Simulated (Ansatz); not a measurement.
Input

```
crystal:
  periodic: [false, false, false]
  atoms:
    - { symbol: Si, position_ang: [0.356911, -0.502054, -0.398308] }
    - { symbol: H, position_ang: [-0.579786, 0.113179, 2.024581] }
    - { symbol: "N", position_ang: [1.813, -0.003831, -1.230429] }
    - { symbol: H, position_ang: [2.562673, -0.678468, -1.399222] }
    - { symbol: H, position_ang: [1.716348, 0.632556, -2.028145] }
    - { symbol: "N", position_ang: [-0.435942, 1.027332, -0.124594] }
    - { symbol: H, position_ang: [-1.410561, 1.038467, 0.184244] }
    - { symbol: H, position_ang: [0.091788, 1.811981, 0.263589] }
    - { symbol: "N", position_ang: [-0.913768, -1.439786, -1.15572] }
    - { symbol: H, position_ang: [-0.77065, -2.449549, -1.249036] }
    - { symbol: H, position_ang: [-1.340656, -1.07081, -2.012877] }
    - { symbol: P, position_ang: [1.183, -1.70072, 1.268515] }
    - { symbol: H, position_ang: [-0.004414, -2.498791, 1.423802] }
    - { symbol: H, position_ang: [1.793004, -2.651895, 0.363073] }
    - { symbol: H, position_ang: [-0.547849, -0.27271, 2.636427] }
basis:
  gaussian: { orbitals: def2-SVP }
hamiltonian:
  xc: pbe
  dispersion: d4
relax:
  f_tol: 0.03
  max_steps: 50
output:
  orbitals: {}
```

Launched as:

```sh
ansatz run input.yaml --threads 4 --pin off --max-ram 5120MiB --backend cpu --events-out ev --progress --plain --runs-dir out
```

The fields are those of the run's last geometry, not of the input's.

Level of theory: RKS PBE-D4/def2-SVP (Ansatz 0.2.0).

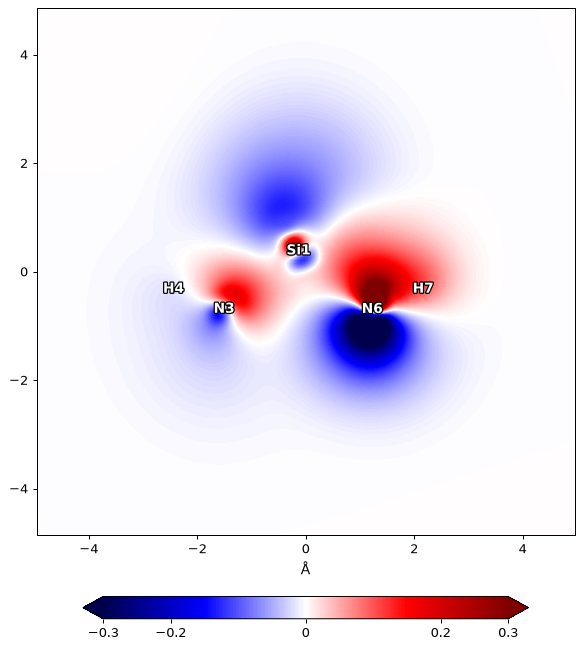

H$_{8}$N$_{3}$PSi···H$_{2}$. The HOMO−1 on the plane of atoms N3, Si1 and N6 (values in Å⁻³ᐟ²; the overall sign is arbitrary).

Question: What is the character of this orbital?

Answer: It lies mainly on N6 (about 45 %), P12 (about 30 %) and Si1 (about 10 %); largely a combination of lone pairs on N6 and P12. Its energy is −5.45 eV.
